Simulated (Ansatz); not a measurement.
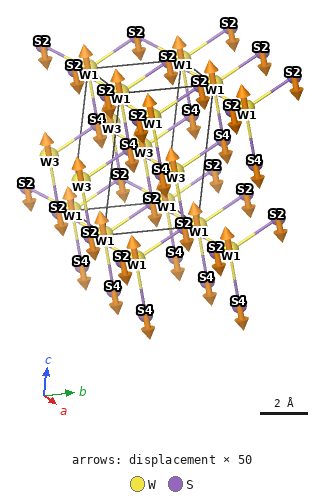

A relaxation of solid WS (built on the zinc blende type). The starting structure is drawn; orange arrows show the displacements (the part carried along by the change of the cell is left out), 50 times their true length.

A ball-and-stick model of the reduced cell, repeated 2 × 1 × 1 with one cell outlined, seen slightly off an axis. Lengths and directions refer to the drawn axes.

Case: antiferromagnetic, doubled cell, propagation vector (0, 0, 1/2).

The calculation used DFT r2SCAN+U, scalar-relativistic, plane waves, PAW in Ansatz.

Input file:
```yaml
crystal:
  lattice:
    - [0.0, 2.9594703353, 2.9594703353]
    - [2.9594703353, 0.0, 2.9594703353]
    - [5.9189406706, 5.9189406706, 0.0]
  atoms:
    - { symbol: W, position: [0.0, 0.0, 0.0], spin: 1.0 }
    - { symbol: S, position: [0.25, 0.25, 0.125] }
    - { symbol: W, position: [0.0, 0.0, 0.5], spin: -1.0 }
    - { symbol: S, position: [0.25, 0.25, 0.625] }
basis:
  ecutwfc: 500
kpoints:
  mp_grid: { grid: [12, 12, 6] }
hamiltonian:
  xc: r2scan
  hubbard: { sites: [{ species: W, l: d, u_eff: 6.2 }] }
scf:
  occupations: { method: gaussian, width: 0.1 }
output:
  forces: true
  stress: true
  eigenvalues: true
  populations: true
magnetization:
  spin_polarized: true
relax:
  adjacent_minimum: "off"
  f_tol: 0.01
  max_steps: 60
  cell: { stress_tol: 0.05 }
```

Command:
```bash
ansatz run input.yaml --threads 1 --pin off --max-ram 2560MiB --backend cpu --events-out ev --progress --plain --runs-dir out
```

### What happened in the run?

The energy falls by 42.9 meV per atom in 4 accepted moves (5 points after the start). The largest force component goes from 0.41 to 0.00011 eV/Å. Pressure: −2.30 GPa at the start and 0.00 GPa at the end. The SCF was repeated once at an unchanged geometry on a basis and grid sized afresh for the cell, which shifted the energy by 0.1 meV per atom at most. The largest moves relative to the cell, 0.023 Å, are those of W1, S2, W3 and S4. W3 goes along [−1 −1 3]. By element the largest moves are W 0.023 Å, S 0.023 Å. Cell: a = b 4.185 → 4.059 Å (−3.0 %), c 7.249 → 7.512 Å (+3.6 %), α 73.2° → 74.3°, β 73.2° → 74.3°. Volume −1.8 %. Some distances before and after: S2–W3 2.563 → 2.723 Å, W1–S2 2.563 → 2.491 Å. The space group (tolerance 0.01 Å) goes from F-43m (No. 216) to R3m (No. 160). The run may lie on a higher electronic state than the lowest, so the end point isn't shown to be the ground-state structure. The run took 6.6 min on 1 thread of Intel(R) Xeon(R) Platinum 8375C CPU @ 2.90GHz (Ice Lake), on a shared host, peak memory 1.2 GiB.
